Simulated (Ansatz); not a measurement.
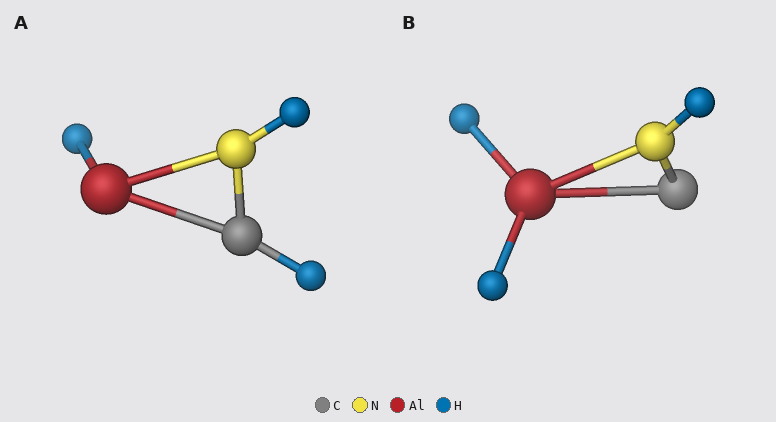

2 stationary structures of one formula. The species is neutral and a spin doublet. Geometries: PBE0-D4/def2-TZVP. Electronic energies: UHF-CCSD(T) (frozen core)/def2-TZVPP (Ansatz 0.2.0), without zero-point energy. No frequency run is at hand to confirm each as a minimum.

Question: Which structure is the most stable?

Answer: A is lowest (C1); B lies 7.5 kcal/mol above it (Cs).

Give E(B) − E(A) in kcal/mol at these levels too: B3LYP-D4/def2-TZVPP; r2SCAN-D4/def2-TZVPP; PBE-D4/def2-TZVPP; PBE0-D4/def2-TZVP; UHF-CCSD(T) (frozen core)/def2-TZVPP; ωB97M-V/def2-TZVPP; PBE0-D4/def2-TZVPP.

```csv
level,E(B) − E(A) (kcal/mol)
B3LYP-D4/def2-TZVPP,+6.5
r2SCAN-D4/def2-TZVPP,+8.1
PBE-D4/def2-TZVPP,+10.0
PBE0-D4/def2-TZVP,+9.6
UHF-CCSD(T) (frozen core)/def2-TZVPP,+7.5
ωB97M-V/def2-TZVPP,+5.1
PBE0-D4/def2-TZVPP,+9.7
```
